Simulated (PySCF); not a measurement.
# Si2P2H5F: NMR shielding calculation

The run: NMR shielding calculation of Si2P2H5F. Method and program: GIAO PBE0/pcSseg-1 NMR shielding, non-relativistic, gas phase (PySCF 2.14.0).

The geometry comes from this level: GFN2-xTB. It belongs to a series of runs on one base structure; here: PBE0/pcSseg-1; guess huckel; level_shift 0.3. Figures and captions count atoms from 1; the log counts them from 0 in places.

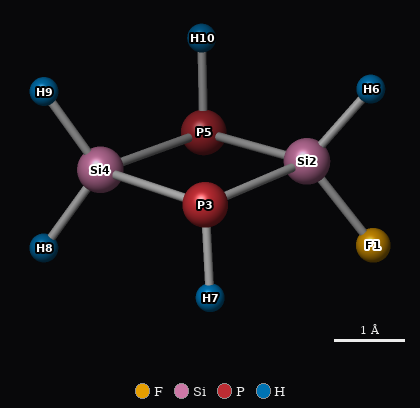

Fig. 1: The structure as given in the input (ball-and-stick view, seen at a tilt; atoms are numbered from 1 in the order of the input). Bond lengths as drawn: F–Si 1.61 Å, H–P 1.38 Å, H–Si 1.45 to 1.46 Å and P–Si 2.26 to 2.28 Å.

## Summary

| quantity | value |
| --- | --- |
| outcome | converged |
| total energy | −1363.964226 hartree |
| HOMO | −6.97 eV |
| LUMO | −1.11 eV |
| dipole moment | 1.71 D |
| isotropic shielding, F | 342.0 ppm |
| isotropic shielding, Si | 318.2 to 426.5 ppm |
| isotropic shielding, P | 521.8 to 532.5 ppm |
| isotropic shielding, H | 25.6 to 28.4 ppm |
| hardware | 1 CPU thread, shared host |
| wall time | 14 s |
| peak memory | 0.66 GiB |

## Notes

Settings chosen away from the usual ones: PBE0/pcSseg-1; guess huckel; level_shift 0.3.

## Input file
```
{"job": {"kind": "nmr", "xc": "PBE0", "basis": "pcSseg-1", "pop": false, "scf": {"guess": "huckel", "level_shift": 0.3}}, "charge": 0, "multiplicity": 1}
F     -0.608386    -2.551067    -0.654454
Si    -0.168921    -1.401078     0.389289
P     -1.630194     0.333031     0.411819
Si     0.184147     1.482636    -0.333603
P      1.613158    -0.287788    -0.437362
H     -0.042280    -2.104635     1.654094
H     -2.130218     0.062505    -0.849602
H      0.020393     2.067440    -1.663266
H      0.573748     2.481251     0.661092
H      2.197437    -0.077642     0.799465
```

The first line tells a small driver script what to run in PySCF; the rest is the geometry in Å.

Launch command:
```bash
OMP_NUM_THREADS=1 python <driver script> task.json out
```

## What the program printed
```
final grid: 86168 points
cycle   1  E = -1363.7030479648  dE = -9.321e-01  |g| = 1.168e+00  |ddm| = 2.927e+00
cycle   2  E = -1363.8263181150  dE = -1.233e-01  |g| = 1.011e+00  |ddm| = 1.545e+00
cycle   3  E = -1363.9504564334  dE = -1.241e-01  |g| = 2.153e-01  |ddm| = 3.586e-01
cycle   4  E = -1363.9633194321  dE = -1.286e-02  |g| = 3.888e-02  |ddm| = 2.163e-01
cycle   5  E = -1363.9640444996  dE = -7.251e-04  |g| = 1.242e-02  |ddm| = 8.204e-02
cycle   6  E = -1363.9641740341  dE = -1.295e-04  |g| = 5.480e-03  |ddm| = 3.739e-02
cycle   7  E = -1363.9642088529  dE = -3.482e-05  |g| = 3.064e-03  |ddm| = 1.995e-02
cycle   8  E = -1363.9642199141  dE = -1.106e-05  |g| = 1.634e-03  |ddm| = 1.155e-02
cycle   9  E = -1363.9642237091  dE = -3.795e-06  |g| = 9.485e-04  |ddm| = 6.882e-03
cycle  10  E = -1363.9642250258  dE = -1.317e-06  |g| = 5.284e-04  |ddm| = 4.075e-03
cycle  11  E = -1363.9642254672  dE = -4.414e-07  |g| = 3.141e-04  |ddm| = 2.415e-03
cycle  12  E = -1363.9642256163  dE = -1.492e-07  |g| = 1.824e-04  |ddm| = 1.403e-03
cycle  13  E = -1363.9642256669  dE = -5.052e-08  |g| = 1.078e-04  |ddm| = 8.220e-04
cycle  14  E = -1363.9642256839  dE = -1.702e-08  |g| = 6.215e-05  |ddm| = 4.736e-04
cycle  15  E = -1363.9642256896  dE = -5.678e-09  |g| = 3.639e-05  |ddm| = 2.748e-04
cycle  16  E = -1363.9642256915  dE = -1.902e-09  |g| = 2.108e-05  |ddm| = 1.587e-04
cycle  17  E = -1363.9642256921  dE = -6.248e-10  |g| = 1.269e-05  |ddm| = 9.092e-05
level shift removed, Fock matrix diagonalised once more
converged SCF energy = -1363.9642256921

GIAO shielding tensors (ppm)
atom      isotropic    diamagn.    paramagn.     s11        s22        s33       span
  0 F      342.030     467.258    -125.228    289.325    354.831    381.933     92.608
  1 Si     318.225     877.142    -558.917    240.480    288.190    426.004    185.524
  2 P      532.504     968.614    -436.110    333.816    596.864    666.831    333.015
  3 Si     426.539     880.459    -453.921    382.984    426.241    470.391     87.406
  4 P      521.806     968.459    -446.654    303.278    594.193    667.946    364.668
  5 H       25.573      28.508      -2.935     21.705     24.349     30.665      8.960
  6 H       28.445      30.688      -2.242     25.416     26.082     33.839      8.423
  7 H       26.994      29.169      -2.175     24.006     24.191     32.784      8.778
  8 H       27.065      29.231      -2.166     24.438     24.519     32.239      7.800
  9 H       28.426      30.506      -2.080     24.705     26.217     34.356      9.650
```

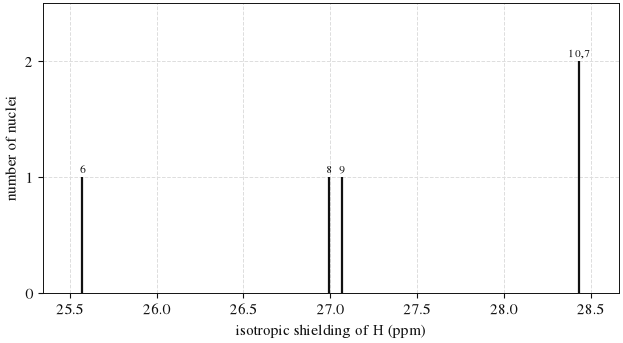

Fig. 2: Isotropic shieldings of the hydrogen nuclei in this fixed geometry, labelled by atom number; shielding grows to the right, so chemical shift grows to the left. The least shielded is H6 (25.6 ppm), the most shielded H7 (28.4 ppm).

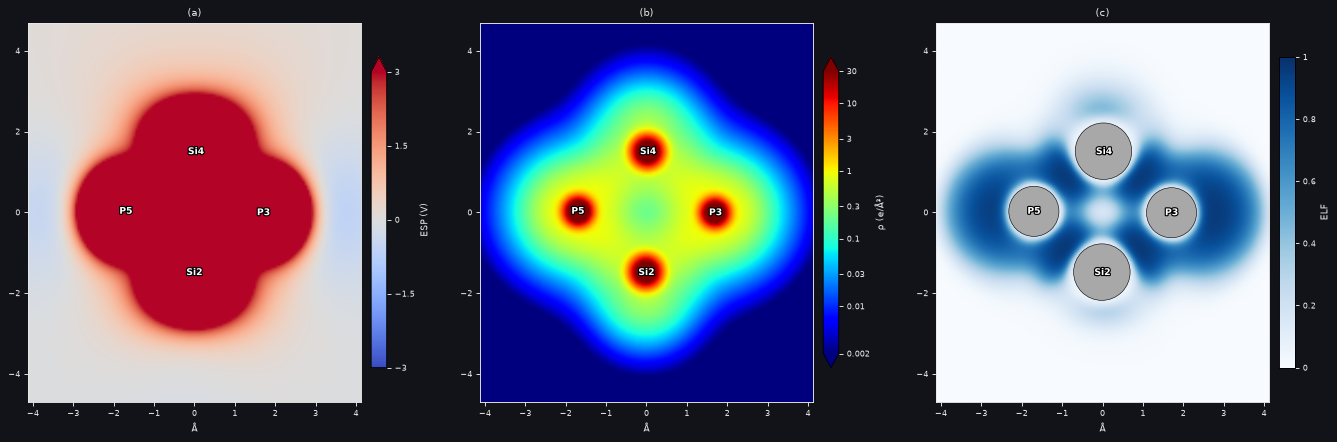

Fig. 3: (a) molecular electrostatic potential; (b) electron density; (c) ELF on the plane of atoms Si2, P5 and Si4. Grey discs, where drawn, cover atomic cores.

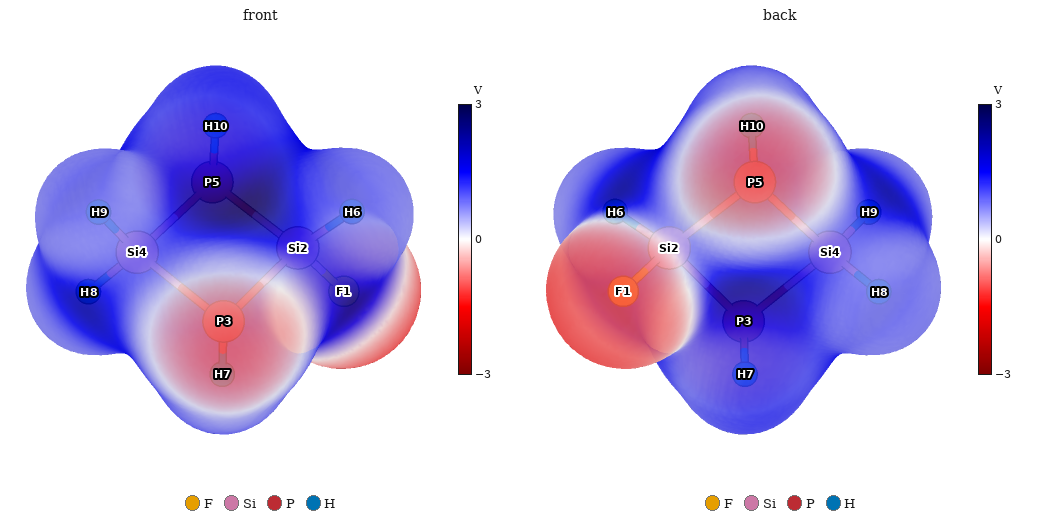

Fig. 4: The molecular electrostatic potential painted on the density surface at 0.004 e/bohr³, seen face on and from behind; red is negative and blue positive. Its dipole moment is 1.71 D.
